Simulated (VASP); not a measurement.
Band structure of CeO₂ (fluorite). Computed with PBEsol GGA with spin-orbit coupling, VASP's PBE PAW potentials (set 64) (plane waves; VASP).

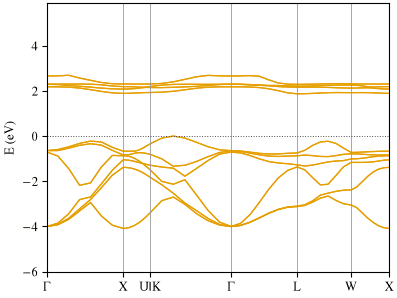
*Bands along high-symmetry lines, zero at the valence-band maximum or, without a gap, the Fermi level*

Task: Read the plot: is there a gap, and where are the band edges?

Result: The gap is indirect, 1.87 eV, from the valence maximum at K-Γ at 0.29 to the conduction minimum at L.

The compound is CeO2 in the fluorite structure. It was relaxed first.
